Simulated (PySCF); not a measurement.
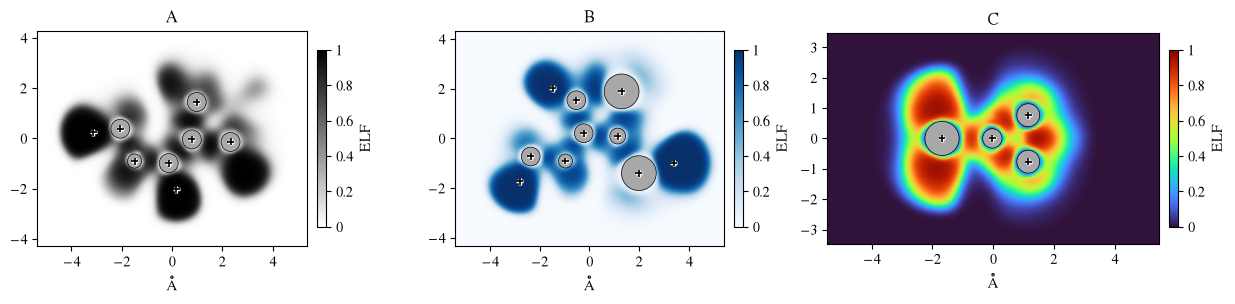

The ELF of 3 systems, each on a plane through atoms (crosses mark nuclei in the plane; grey discs cover the cores).

Computed with PySCF 2.14.0, PBE0/pcSseg-1, SCF density, gas phase, non-relativistic.

System 1: C$_{6}$H$_{10}$O (SMILES COC=C1CCC1), the plane of atoms C3, C4 and C7. Geometry: GFN2-xTB, coordinate held.

```yaml
atoms:
  - { symbol: C, position_ang: [2.3234, 0.5010, 0.8829] }
  - { symbol: O, position_ang: [1.4475, -0.0254, 1.8482] }
  - { symbol: C, position_ang: [0.2246, -0.4527, 1.4171] }
  - { symbol: C, position_ang: [-0.3278, -0.4101, 0.2210] }
  - { symbol: C, position_ang: [-0.1187, 0.1085, -1.1808] }
  - { symbol: C, position_ang: [-1.6100, 0.4721, -1.0859] }
  - { symbol: C, position_ang: [-1.7477, -0.8001, -0.2426] }
  - { symbol: H, position_ang: [1.9640, 1.4631, 0.5052] }
  - { symbol: H, position_ang: [3.2782, 0.6465, 1.3867] }
  - { symbol: H, position_ang: [2.4520, -0.1911, 0.0455] }
  - { symbol: H, position_ang: [-0.3266, -0.8637, 2.2535] }
  - { symbol: H, position_ang: [0.0575, -0.6950, -1.8921] }
  - { symbol: H, position_ang: [0.5918, 0.9165, -1.3583] }
  - { symbol: H, position_ang: [-2.1789, 0.5293, -2.0170] }
  - { symbol: H, position_ang: [-1.7714, 1.3690, -0.4971] }
  - { symbol: H, position_ang: [-2.5348, -0.8414, 0.5092] }
  - { symbol: H, position_ang: [-1.7494, -1.7035, -0.8434] }
```

System 2: C$_{3}$H$_{9}$NOSi$_{2}$ (SMILES COC1=C[SiH2]N1[SiH3]), the plane of atoms C3, N6 and Si7. Geometry: GFN2-xTB, coordinate held.

```xyz
16

C     2.2830   -0.9489    0.5551
O     0.8785   -0.9525    0.4148
C     0.3420    0.1563   -0.1087
C     0.8518    1.3318   -0.5636
Si   -0.8805    1.8741   -0.9556
N    -1.0207    0.2162   -0.2560
Si   -2.1038   -1.0441    0.1822
H     2.5498   -1.9036    1.0051
H     2.7720   -0.8487   -0.4185
H     2.6081   -0.1296    1.2033
H     1.8705    1.6592   -0.6115
H    -1.5808    2.8162   -0.0904
H    -1.3683    1.8606   -2.3298
H    -2.0015   -1.3156    1.6198
H    -3.4166   -0.5044   -0.1693
H    -1.8055   -2.2612   -0.5794
```

System 3: C$_{3}$H$_{7}$NS (SMILES CSN1CC1), the plane of atoms N3, C4 and C5. Geometry: B3LYP-D3(BJ)/def2-SVP.

```yaml
atoms:
  - { symbol: C, position_ang: [2.2181, -0.0180, 0.1305] }
  - { symbol: S, position_ang: [0.8720, 0.0585, 1.3717] }
  - { symbol: N, position_ang: [-0.5012, 0.0279, 0.4414] }
  - { symbol: C, position_ang: [-1.5057, 0.7734, -0.2084] }
  - { symbol: C, position_ang: [-1.5203, -0.7570, -0.1353] }
  - { symbol: H, position_ang: [3.1616, -0.0020, 0.6987] }
  - { symbol: H, position_ang: [2.1870, 0.8530, -0.5403] }
  - { symbol: H, position_ang: [2.1649, -0.9487, -0.4529] }
  - { symbol: H, position_ang: [-1.2781, 1.2466, -1.1770] }
  - { symbol: H, position_ang: [-2.2357, 1.3283, 0.4017] }
  - { symbol: H, position_ang: [-2.2602, -1.2374, 0.5240] }
  - { symbol: H, position_ang: [-1.3023, -1.3244, -1.0542] }
```

Question: Match each panel to its system.

Answer: Panel A is system 1, C$_{6}$H$_{10}$O: the plane holds C, O and H. C–C (1.32 Å): the ELF peaks at about 0.90 between the atoms (a short, multiple covalent bond). Panel B is system 2, C$_{3}$H$_{9}$NOSi$_{2}$: the plane holds C, O, Si, N and H. C–O (1.34 Å): the ELF peaks at about 0.90 between the atoms; a shared but strongly polarised pair. Panel C is system 3, C$_{3}$H$_{7}$NS: the plane holds S, N and C. C–N (1.41 Å): the ELF peaks at about 0.85 between the atoms; localised, covalent bonding.
